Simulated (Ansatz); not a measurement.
# H3NS2Sn: shape, modes and thermochemistry

What shape does H3NS2Sn take? The plan is to relax it, check the end point by its vibrations and derive ideal-gas thermochemistry.

The runs use Ansatz 0.2.0, Gaussian basis; RKS PBE0-D4/def2-TZVP.

Plan: relaxation at PBE-D4/def2-SVP; relaxation at PBE0-D4/def2-TZVP; harmonic vibrations at the same level.

1 further run of the same task is left out (set aside as unsound or not needed).

## 1. The system as given

SMILES `[NH2][SnH]1[S][S]1`, 7 atoms, charge 0, spin multiplicity 1.

Atoms are counted from 1 here; the program's logs count them from 0.

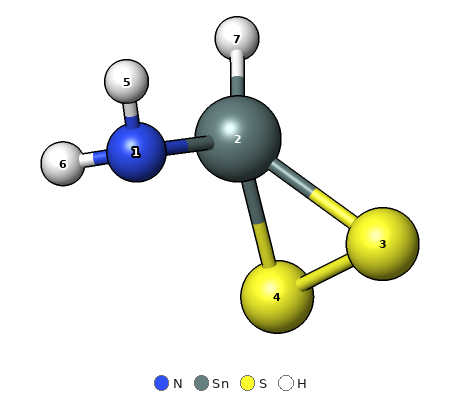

The starting geometry (nitrogen blue, tin teal, sulfur yellow, hydrogen white); atoms are numbered from 1 in the order of the file.

As a file:

```mol
H3NS2Sn
  3D, bonds by distance, orders not assigned

  7  7  0  0  0  0  0  0  0  0999 V2000
   -1.1072    0.9187    0.0432 N   0  0
    0.6041   -0.1045    0.0248 Sn  0  0
    0.6255   -1.8734    1.6545 S   0  0
    0.2599   -2.4466   -0.3224 S   0  0
   -0.9118    1.9344    0.2888 H   0  0
   -1.4849    1.0183   -0.9603 H   0  0
    2.0756    0.4851   -0.7744 H   0  0
  1  2  8  0
  2  3  8  0
  3  4  8  0
  1  5  8  0
  1  6  8  0
  2  7  8  0
  2  4  8  0
M  END
```

The start is a force-field geometry with small random shifts, so a cheaper pass at PBE-D4/def2-SVP comes first. Sn takes the def2 core potential; no spin-orbit term is included.

## 2. Optimising with PBE-D4/def2-SVP (cheap first pass)

File in.yaml:

```yaml
crystal:
  periodic: [false, false, false]
  atoms:
    - {symbol: N, position_ang: [-1.107200, 0.918700, 0.043200]}
    - {symbol: Sn, position_ang: [0.604100, -0.104500, 0.024800]}
    - {symbol: S, position_ang: [0.625500, -1.873400, 1.654500]}
    - {symbol: S, position_ang: [0.259900, -2.446600, -0.322400]}
    - {symbol: H, position_ang: [-0.911800, 1.934400, 0.288800]}
    - {symbol: H, position_ang: [-1.484900, 1.018300, -0.960300]}
    - {symbol: H, position_ang: [2.075600, 0.485100, -0.774400]}
basis:
  gaussian: {orbitals: def2-SVP}
hamiltonian: {xc: pbe, dispersion: d4}
relax: {f_tol: 0.03, max_steps: 200}
```

The log of the run, cut to the lines that bear on the results:

```text
Functional definition: PBE
  name "PBE"
  cite "Perdew, Burke & Ernzerhof, Phys. Rev. Lett. 77, 3865 (1996) doi:10.1103/PhysRevLett.77.3865"
  parent pbe
[...]
1047 factors; their error is unknown
[...]
mean field -29021.62888987 eV, -1066.5251901363 hartree, gradient 3.7e-5 eV, S^2 0.000000; 0 other end points of the search recorded, 0 dependent functions left out
[...]
reference -29021.62892489 eV, -1066.5251914231 hartree; 32, 32 occupied and 59, 59 virtual orbitals, 1047 factors
relax step   1: F+E_penalty+E_count = -29021.84632816 eV  Δ(F+E_penalty+E_count) = +0.000e0 eV  max|allowed force component| = 2.244e0 eV/Å  Δτ_max = 0.0000 Å  (29 SCF iters, accepted)
[...]
relax step   5: F+E_penalty+E_count = -29022.19750416 eV  Δ(F+E_penalty+E_count) = -1.672e-2 eV  max|allowed force component| = 9.081e-1 eV/Å  Δτ_max = 0.1937 Å  (28 SCF iters, accepted)
[...]
relax step   9: F+E_penalty+E_count = -29022.30006013 eV  Δ(F+E_penalty+E_count) = -1.047e-3 eV  max|allowed force component| = 1.293e-1 eV/Å  Δτ_max = 0.0171 Å  (30 SCF iters, accepted)
[...]
relax step  13: F+E_penalty+E_count = -29022.30796562 eV  Δ(F+E_penalty+E_count) = -5.039e-3 eV  max|allowed force component| = 1.869e-2 eV/Å  Δτ_max = 0.0614 Å  (28 SCF iters, accepted)
[...]
relax step  15: F+E_penalty+E_count = -29022.30851587 eV  Δ(F+E_penalty+E_count) = -5.502e-4 eV  max|allowed force component| = 3.010e-2 eV/Å  Δτ_max = 0.0448 Å  (29 SCF iters, accepted)
[...]
relax step  16: F+E_penalty+E_count = -29022.30858039 eV  Δ(F+E_penalty+E_count) = -6.452e-5 eV  max|allowed force component| = 2.570e-2 eV/Å  Δτ_max = 0.0158 Å  (29 SCF iters, accepted)
1047 factors; their error is unknown
[...]
mean field -29022.09524560 eV, -1066.5423283930 hartree, gradient 2.1e-5 eV, S^2 0.000000; 1 other end points of the search recorded, 0 dependent functions left out
[...]
reference -29022.09528092 eV, -1066.5423296911 hartree; 32, 32 occupied and 59, 59 virtual orbitals, 1047 factors
Total energy: -29022.30861571 eV, -1066.5501696000 hartree
Atom 0 at    -0.844985     1.262781     0.037124 Å, force    -0.003366     0.007422    -0.020064 eV/Å
Atom 1 at     0.682698    -0.110604    -0.001705 Å, force    -0.001728    -0.001582    -0.000227 eV/Å
Atom 2 at     0.376911    -1.972808     1.500202 Å, force     0.003114     0.003813    -0.004665 eV/Å
Atom 3 at     0.314638    -2.407104    -0.717352 Å, force    -0.001811    -0.002933     0.000939 eV/Å
Atom 4 at    -0.943461     1.740307    -0.871536 Å, force    -0.002149    -0.016864     0.025698 eV/Å
Atom 5 at    -1.733521     0.770939     0.213666 Å, force     0.006621     0.009233    -0.005554 eV/Å
Atom 6 at     2.208920     0.648489    -0.206199 Å, force    -0.000680     0.000911     0.003874 eV/Å
Dipole moment:    -0.052030     0.658304    -0.330405 e Å
```

Run time: 25 s. Hardware: 4 threads, shared host.

Along the way: (the energy doesn't fall at every step)

| step | energy from step 1 (eV) | largest force component (eV/Å) |
| --- | --- | --- |
| 1 | 0.0000 | 2.2440 |
| 2 | -0.2698 | 0.7672 |
| 3 | -0.3222 | 0.4025 |
| 4 | -0.3345 | 0.6659 |
| 5 | -0.3512 | 0.9081 |
| 6 | -0.4084 | 0.2411 |
| 7 | -0.4183 | 0.2470 |
| 8 | -0.4527 | 0.1487 |
| 9 | -0.4537 | 0.1293 |
| 10 | -0.4547 | 0.1355 |
| 11 | -0.4566 | 0.2566 |
| 12 | -0.4117 | 1.2180 |
| 13 | -0.4616 | 0.0187 |
| 14 | -0.4604 | 0.2505 |
| 15 | -0.4622 | 0.0301 |
| 16 | -0.4623 | 0.0257 |

The force was under the threshold of 0.03 eV/Å already at step 13, but the program went on to step 16.

Distances of close pairs at the start and the end, largest changes first:

| bond | before (Å) | after (Å) | change (Å) |
| --- | --- | --- | --- |
| S3–S4 | 2.091 | 2.261 | +0.170 |
| N1–Sn2 | 1.994 | 2.055 | +0.061 |
| Sn2–H7 | 1.775 | 1.717 | -0.058 |
| N1–H6 | 1.077 | 1.031 | -0.046 |
| Sn2–S4 | 2.393 | 2.433 | +0.041 |
| N1–H5 | 1.063 | 1.031 | -0.032 |
| Sn2–S3 | 2.405 | 2.412 | +0.007 |

## 3. Geometry optimisation, PBE0-D4/def2-TZVP

File in.yaml:

```yaml
crystal:
  periodic: [false, false, false]
  atoms:
    - {symbol: N, position_ang: [-0.844985, 1.262781, 0.037124]}
    - {symbol: Sn, position_ang: [0.682698, -0.110604, -0.001705]}
    - {symbol: S, position_ang: [0.376911, -1.972808, 1.500202]}
    - {symbol: S, position_ang: [0.314638, -2.407104, -0.717352]}
    - {symbol: H, position_ang: [-0.943461, 1.740307, -0.871536]}
    - {symbol: H, position_ang: [-1.733521, 0.770939, 0.213666]}
    - {symbol: H, position_ang: [2.208920, 0.648489, -0.206199]}
basis:
  gaussian: {orbitals: def2-TZVP}
hamiltonian: {xc: pbe0, dispersion: d4}
relax: {f_tol: 0.005, max_steps: 150}
```

The log of the run, cut to the lines that bear on the results:

```text
Functional definition: PBE0
  name "PBE0"
  cite "Adamo & Barone, J. Chem. Phys. 110, 6158 (1999) doi:10.1063/1.478522"
  cite "Perdew, Burke & Ernzerhof, Phys. Rev. Lett. 77, 3865 (1996) doi:10.1103/PhysRevLett.77.3865"
  parent pbe
[...]
1290 factors; their error is unknown
[...]
mean field -29033.87371143 eV, -1066.9751790288 hartree, gradient 4.6e-5 eV, S^2 0.000000; 0 other end points of the search recorded, 0 dependent functions left out
[...]
reference -29033.87374345 eV, -1066.9751802052 hartree; 32, 32 occupied and 141, 141 virtual orbitals, 1290 factors
relax step   1: F+E_penalty+E_count = -29034.05634412 eV  Δ(F+E_penalty+E_count) = +0.000e0 eV  max|allowed force component| = 1.197e0 eV/Å  Δτ_max = 0.0000 Å  (31 SCF iters, accepted)
[...]
reference -29033.98695155 eV, -1066.9793405264 hartree; 32, 32 occupied and 141, 141 virtual orbitals, 1290 factors
Total energy: -29034.17283760 eV, -1066.9861717126 hartree
Atom 0 at    -0.858945     1.180397     0.033223 Å, force     0.000178     0.000843    -0.000127 eV/Å
Atom 1 at     0.658780    -0.125863     0.009562 Å, force     0.001308     0.000527    -0.000259 eV/Å
Atom 2 at     0.436948    -1.947328     1.490239 Å, force     0.000449    -0.001786     0.000597 eV/Å
Atom 3 at     0.292321    -2.381578    -0.639346 Å, force    -0.000678    -0.000653     0.000300 eV/Å
Atom 4 at    -0.847304     1.845798    -0.729004 Å, force    -0.001104    -0.000265     0.000233 eV/Å
Atom 5 at    -1.763738     0.727185     0.057854 Å, force    -0.000271     0.000795    -0.000866 eV/Å
Atom 6 at     2.143137     0.633389    -0.268328 Å, force     0.000119     0.000538     0.000122 eV/Å
Dipole moment:    -0.010075     0.689213    -0.345032 e Å
```

Run time: 51 s. Hardware: 4 threads, shared host; peak memory 0.48 GiB.

The steps of the relaxation: (the energy doesn't fall at every step)

| step | energy from step 1 (eV) | largest force component (eV/Å) |
| --- | --- | --- |
| 1 | 0.0000 | 1.1970 |
| 2 | -0.0912 | 0.4464 |
| 3 | -0.1116 | 0.2555 |
| 4 | -0.1099 | 0.1860 |
| 5 | -0.1152 | 0.0650 |
| 6 | -0.1159 | 0.0943 |
| 7 | -0.1150 | 0.0914 |
| 8 | -0.1164 | 0.0178 |
| 9 | -0.1165 | 0.0082 |
| 10 | -0.1165 | 0.0018 |

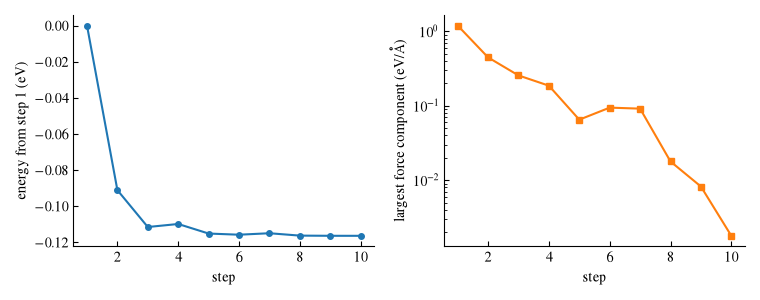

Energy and largest force along the relaxation.

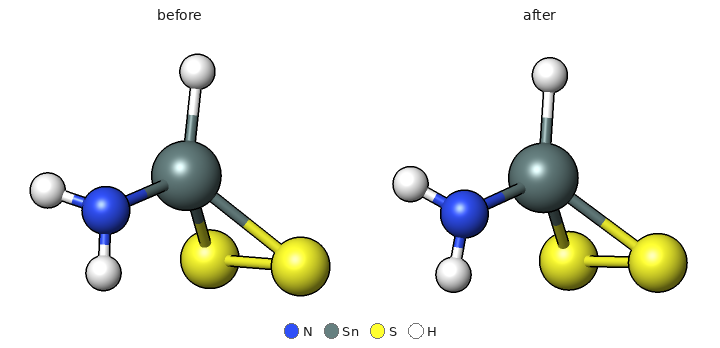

The geometry before (left) and after (right).

Close pairs (by a distance rule), those that changed most:

| bond | before (Å) | after (Å) | change (Å) |
| --- | --- | --- | --- |
| S3–S4 | 2.261 | 2.178 | -0.082 |
| Sn2–S4 | 2.433 | 2.376 | -0.058 |
| Sn2–S3 | 2.412 | 2.358 | -0.054 |
| N1–Sn2 | 2.055 | 2.003 | -0.052 |
| Sn2–H7 | 1.717 | 1.690 | -0.027 |
| N1–H5 | 1.031 | 1.012 | -0.019 |
| N1–H6 | 1.031 | 1.012 | -0.019 |

Mulliken charges at the end point, from the run's report:

| atom | value (e) |
| --- | --- |
| N1 | -0.75 |
| Sn2 | 0.86 |
| S3 | -0.30 |
| S4 | -0.31 |
| H5 | 0.24 |
| H6 | 0.26 |
| H7 | 0.00 |

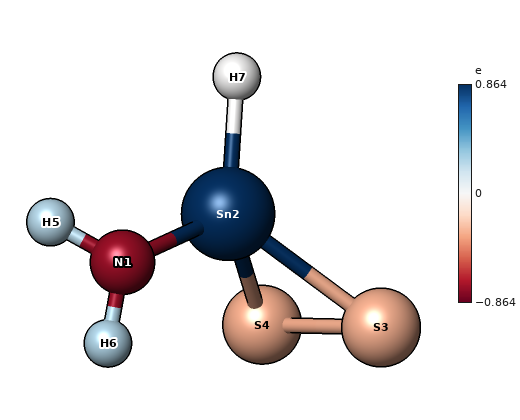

Mulliken charges at the end point, from the run's report, as colours on the atoms.

## 4. Force constants and modes

File in.yaml:

```yaml
crystal:
  periodic: [false, false, false]
  atoms:
    - {symbol: N, position_ang: [-0.858945, 1.180397, 0.033223]}
    - {symbol: Sn, position_ang: [0.658780, -0.125863, 0.009562]}
    - {symbol: S, position_ang: [0.436948, -1.947328, 1.490239]}
    - {symbol: S, position_ang: [0.292321, -2.381578, -0.639346]}
    - {symbol: H, position_ang: [-0.847304, 1.845798, -0.729004]}
    - {symbol: H, position_ang: [-1.763738, 0.727185, 0.057854]}
    - {symbol: H, position_ang: [2.143137, 0.633389, -0.268328]}
basis:
  gaussian: {orbitals: def2-TZVP}
hamiltonian: {xc: pbe0, dispersion: d4}
phonons: {temperatures: {t_min: 298.15, t_max: 900, t_step: 200}}
```

The log of the run, cut to the lines that bear on the results:

```text
Functional definition: PBE0
  name "PBE0"
  cite "Adamo & Barone, J. Chem. Phys. 110, 6158 (1999) doi:10.1063/1.478522"
  cite "Perdew, Burke & Ernzerhof, Phys. Rev. Lett. 77, 3865 (1996) doi:10.1103/PhysRevLett.77.3865"
  parent pbe
[...]
1290 factors; their error is unknown
[...]
mean field -29033.98690341 eV, -1066.9793387573 hartree, gradient 2.5e-5 eV, S^2 0.000000; 0 other end points of the search recorded, 0 dependent functions left out
[...]
reference -29033.98693493 eV, -1066.9793399156 hartree; 32, 32 occupied and 141, 141 virtual orbitals, 1290 factors
[...]
1290 factors; their error is unknown
mean field -29033.98671847 eV, -1066.9793319609 hartree, gradient 1.9e-6 eV, S^2 0.000000; 0 other end points of the search recorded, 0 dependent functions left out
[...]
reference -29033.98675000 eV, -1066.9793331193 hartree; 32, 32 occupied and 141, 141 virtual orbitals, 1290 factors
[...]
Total energy: -29034.17282097 eV, -1066.9861711016 hartree
Atom 0 at    -0.858945     1.180397     0.033223 Å, force     0.000242     0.000945    -0.000055 eV/Å
Atom 1 at     0.658780    -0.125863     0.009562 Å, force     0.001111     0.000349    -0.000512 eV/Å
Atom 2 at     0.436948    -1.947328     1.490239 Å, force     0.000505    -0.001792     0.000733 eV/Å
Atom 3 at     0.292321    -2.381578    -0.639346 Å, force    -0.000615    -0.000537     0.000283 eV/Å
Atom 4 at    -0.847304     1.845798    -0.729004 Å, force    -0.001130    -0.000262     0.000225 eV/Å
Atom 5 at    -1.763738     0.727185     0.057854 Å, force    -0.000263     0.000777    -0.000884 eV/Å
Atom 6 at     2.143137     0.633389    -0.268328 Å, force     0.000151     0.000520     0.000210 eV/Å
Dipole moment:    -0.010073     0.689212    -0.345032 e Å
Vibrations: 115.29 132.49 191.82 329.80 342.33 447.41 493.27 520.03 554.29 659.50 870.48 1558.68 1993.45 3543.92 3646.32 cm⁻¹, zero-point energy 0.954622 eV
```

Run time: 2.5 min. Hardware: 4 threads, shared host; peak memory 0.47 GiB.

Motions are named by where the mode's potential energy lies. Wavenumbers, unscaled:

| mode | cm⁻¹ | motion |
| --- | --- | --- |
| 1 | 115 | bend |
| 2 | 132 | bend |
| 3 | 192 | torsion |
| 4 | 330 | Sn–S stretch with bend |
| 5 | 342 | Sn–S stretch with bend |
| 6 | 447 | torsion with bend |
| 7 | 493 | S–S and Sn–S stretch |
| 8 | 520 | bend with torsion |
| 9 | 554 | bend with Sn–N stretch |
| 10 | 659 | Sn–N stretch |
| 11 | 870 | bend |
| 12 | 1559 | bend |
| 13 | 1993 | Sn–H stretch |
| 14 | 3544 | N–H stretch |
| 15 | 3646 | N–H stretch |

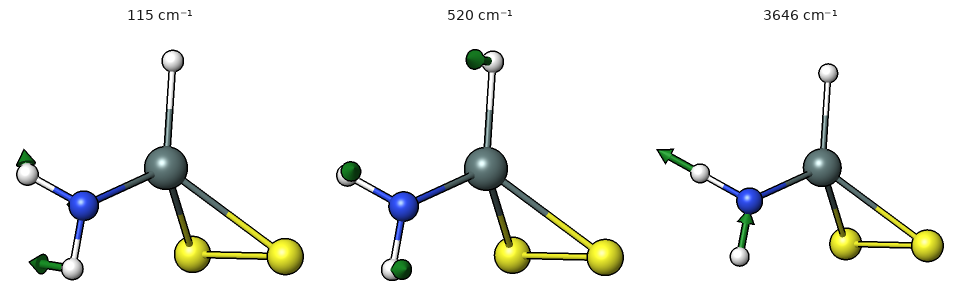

Displacements of 3 modes, as arrows.

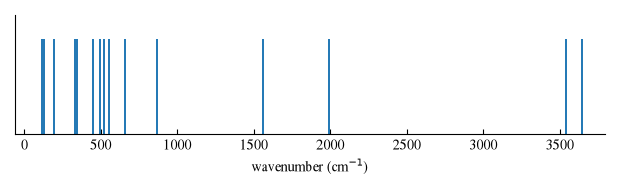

The harmonic wavenumbers as sticks (no intensities were computed).

From these modes and the moments of inertia (298.15 K, 1 bar, symmetry number 1):

| term | value |
| --- | --- |
| zero-point energy | 22.0 kcal/mol |
| H(298) − E | 26.8 kcal/mol |
| entropy, translation | 174.9 J/(mol K) |
| entropy, rotation | 115.7 J/(mol K) |
| entropy, vibration | 58.2 J/(mol K) |
| entropy, total | 348.8 J/(mol K) |

## 5. Results

```
                  quantity            value
               point group               C1
                     steps          16 + 10
shift from the start (rms)          0.633 Å
              total energy   -29034.1728 eV
           dispersion term         -186 meV
             dipole moment           3.70 D
lowest, highest wavenumber   115, 3646 cm⁻¹
         zero-point energy    22.0 kcal/mol
       entropy at 298.15 K  348.8 J/(mol K)
```

What this shows: The relaxed geometry lies 0.63 Å (rms) from the start; the bond that changed most is S3–S4, from 2.091 to 2.178 Å. All wavenumbers are real, so the end point is a minimum. The stiffest mode, 3646 cm⁻¹, is an N–H stretch, and 3 modes under 200 cm⁻¹ make the vibrational entropy uncertain. Harmonic hybrid wavenumbers usually lie a few per cent above measured fundamentals. The largest Mulliken charge, +0.86 e, sits on Sn2.
